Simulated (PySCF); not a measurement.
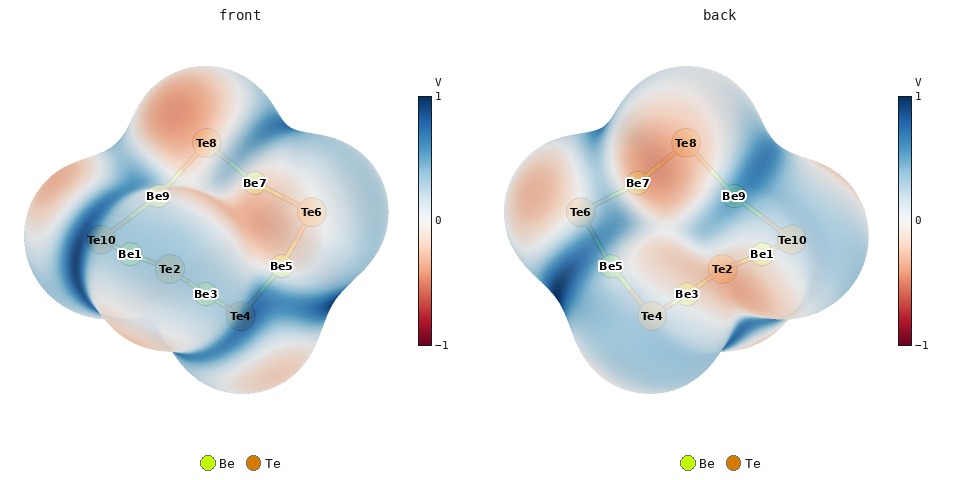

*Be₅Te₅ ((BeTe)5 ring). The molecular electrostatic potential painted on the density surface at 0.001 e/bohr³, seen from the front and from behind; the colour scale runs from red (negative) to blue (positive).*

Geometry: PBE0-D3(BJ)/def2-SVP; core potentials replace the inner electrons of Te.

The calculation used PBE0/def2-SVPD, SCF density, gas phase, scalar-relativistic core potentials on the heavy atoms in PySCF 2.14.0.

| atom | x (Å) | y (Å) | z (Å) |
| --- | --- | --- | --- |
| Be | 1.3073 | 1.2249 | -1.7702 |
| Te | 2.2698 | 1.8337 | 0.1456 |
| Be | 0.0535 | 1.8400 | 0.4844 |
| Te | -2.1691 | 1.7446 | 0.7774 |
| Be | -1.2694 | 0.2416 | 2.1571 |
| Te | -0.0842 | -1.2673 | 3.2856 |
| Be | -0.0417 | -1.9725 | 1.1520 |
| Te | -0.0274 | -3.0700 | -0.7981 |
| Be | 0.0062 | -1.1519 | -1.9525 |
| Te | 0.0796 | 0.5003 | -3.4769 |

Describe the electrostatic potential map.

The most negative region (about −0.5 V) lies over Te8, the most positive (about +0.9 V) over Be1 and Be5.

How polar is the molecule by this calculation?

Its dipole moment is 0.80 D.
